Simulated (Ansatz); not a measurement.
A series of calculations on BSiNH7Cl

Part 1: Relaxation

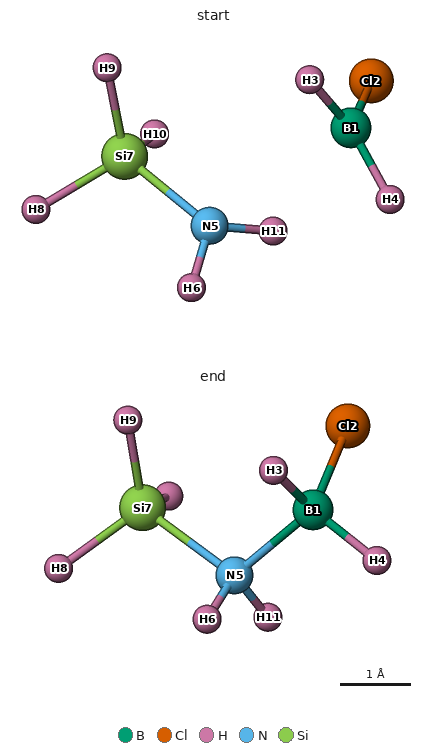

The structure of BSiNH7Cl before (top) and after (bottom) a relaxation, at one scale.

The picture is a ball-and-stick view, seen at a tilt.

The run prepares an end point of a later path (reaction) calculation, from a guessed geometry.

Computed with RKS B3LYP-D4/def2-SVP in Ansatz.

The input:
```yaml
crystal:
  periodic: [false, false, false]
  atoms:
    - { symbol: B, position_ang: [0.029025, 0.434722, -0.037682] }
    - { symbol: Cl, position_ang: [-0.255646, 0.93403, 1.698123] }
    - { symbol: H, position_ang: [1.145105, 0.522182, -0.460205] }
    - { symbol: H, position_ang: [-0.955397, 0.203117, -0.685117] }
    - { symbol: "N", position_ang: [-0.01556, -2.1214, 0.939975] }
    - { symbol: H, position_ang: [-0.315242, -2.859005, 0.304109] }
    - { symbol: Si, position_ang: [1.194679, -2.454481, 2.173512] }
    - { symbol: H, position_ang: [1.481377, -3.912201, 2.172813] }
    - { symbol: H, position_ang: [2.47365, -1.734487, 1.924731] }
    - { symbol: H, position_ang: [0.67813, -2.055737, 3.503904] }
    - { symbol: H, position_ang: [-0.818521, -1.536942, 1.229938] }
basis:
  gaussian: { orbitals: def2-SVP }
hamiltonian:
  xc: b3lyp
  dispersion: d4
relax:
  f_tol: 0.03
  max_steps: 50
```

Command:
```bash
ansatz run input.yaml --threads 2 --pin off --max-ram 3072MiB --backend cpu --events-out ev --progress --plain --runs-dir out
```

What changed between the two?

Answer. The largest moves after the best rigid fit, 0.71 Å, are those of B1 and H3. Largest moves by element: B 0.71 Å, H 0.70 Å, N 0.41 Å, Cl 0.41 Å, Si 0.30 Å. Some distances before and after: B1–N5 2.737 → 1.640 Å, B1–Si7 3.820 → 2.910 Å, Cl2–Si7 3.716 → 3.180 Å, N5–Si7 1.760 → 1.844 Å. New bonds form, among them: B1–N5 (2.74 → 1.64 Å). Bond angles that change, for instance: H3–B1–H4 126.0° → 115.6°, H6–N5–Si7 120.2° → 111.5°, H9–Si7–H10 108.6° → 115.2°. Groups turn about N5–Si7 by about 30°. The energy falls by 23.4 kcal/mol in 11 geometry steps. The largest force component goes from 1.1 to 0.01 eV/Å.

Limits of the set-up: the start holds two separate molecules, 2.5 Å apart at their closest, whose relative position is a soft coordinate.

Part 2: Relaxation

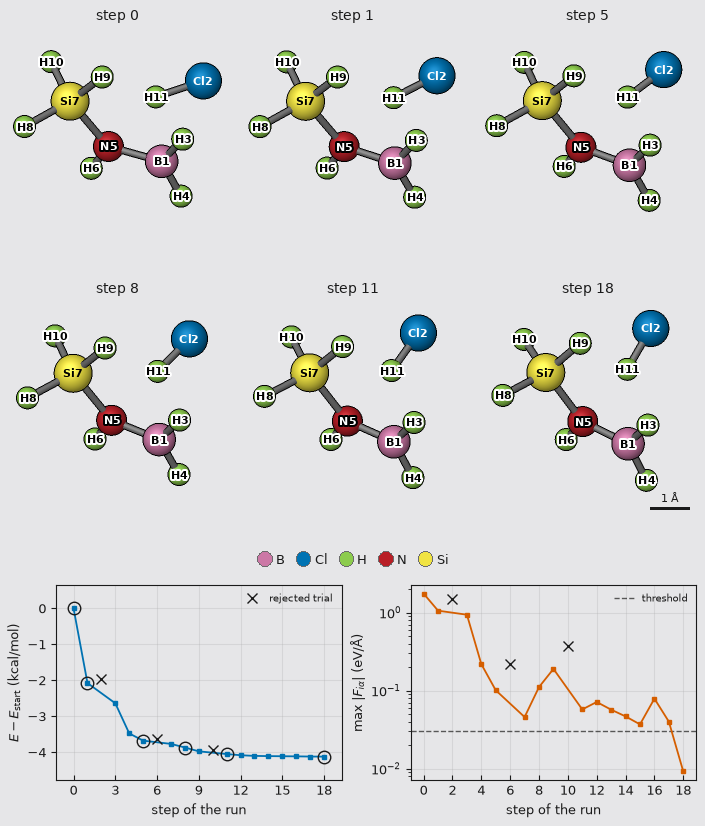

Frames of a relaxation of BSiNH₇Cl, marked on the history of the run. A ball-and-stick model, seen at a tilt.

The run prepares an end point of a later path (reaction) calculation, from a guessed geometry.

Method: RKS B3LYP-D4/def2-SVP in Ansatz. Set-up: no spin polarisation; force threshold 0.03 eV/Å; at most 50 steps.

Q: What happens along the run?

A: The largest move after the best rigid fit is that of Cl2, 0.89 Å. By element the largest moves are Cl 0.89 Å, H 0.41 Å, B 0.29 Å, Si 0.19 Å, N 0.13 Å. Some distances before and after: B1–N5 1.482 → 1.411 Å, Cl2–H11 1.334 → 1.299 Å, N5–Si7 1.765 → 1.780 Å, Si7–H10 1.493 → 1.488 Å. The energy falls by 4.12 kcal/mol in 15 accepted moves (18 points after the start). The largest force component goes from 1.8 to 0.0092 eV/Å. The line search rejected the trial steps at points 2, 6, 10 of the run. From step 0 to 1: Cl2 moves most (0.20 Å), energy −2.07 kcal/mol. From step 1 to 5: Cl2 moves most (0.27 Å), energy −1.60 kcal/mol. From step 5 to 8: Cl2 moves most (0.15 Å), energy −0.19 kcal/mol. From step 8 to 11: Cl2 moves most (0.23 Å), energy −0.18 kcal/mol. From step 11 to 18: Cl and H atoms move most (0.17 Å), energy −0.07 kcal/mol.

Limits of the set-up: the start holds two separate molecules, 2.3 Å apart at their closest, whose relative position is a soft coordinate.

Part 3: Path

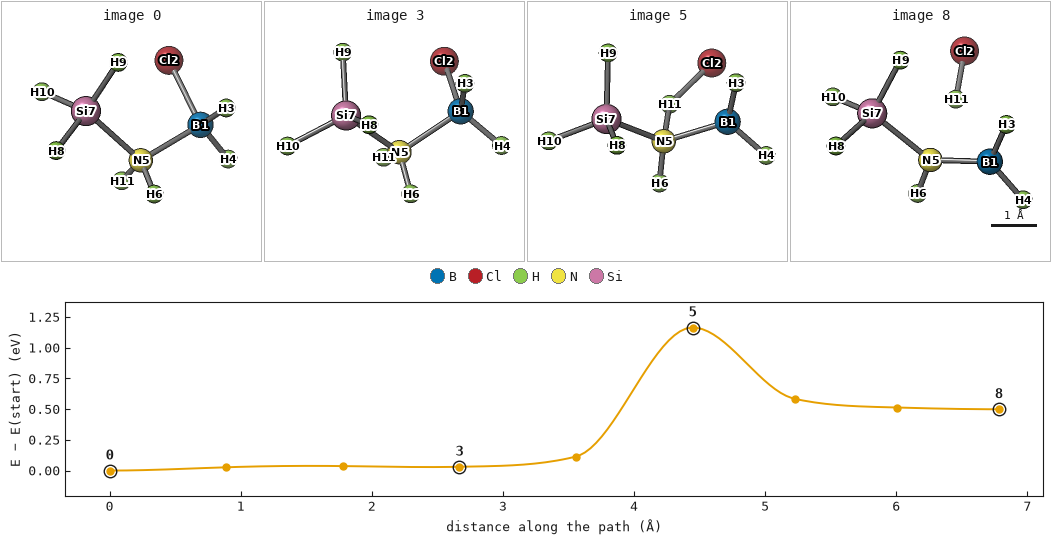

A search for the minimum-energy path of BSiNH₇Cl by the nudged elastic band. Images are numbered from 0 (start) to 8 (end). A ball-and-stick model, seen at a tilt.

Level of theory: RKS B3LYP-D4/def2-SVP in Ansatz 0.2.0. Run with 7 movable images; climbing image; force threshold 0.05 eV/Å; iteration limit 60; starting path through a guess of the saddle point.

Read off the barrier and say what moves.

The highest point, image 5, lies 1.16 eV above the start and 0.67 eV above the end; the end is at +0.50 eV relative to the start. Breaking: B1–Cl2 (1.88 → 2.43 at the top → 3.71 Å), N5–H11 (1.03 → 1.35 at the top → 2.14 Å). Forming: Cl2–H11 (2.98 → 1.53 at the top → 1.30 Å). The band converged in 22 iterations, with a climbing image at the top.

Cost: 5.4 min on 2 threads of Arm Neoverse V2 (shared host), peak memory 0.21 GiB.
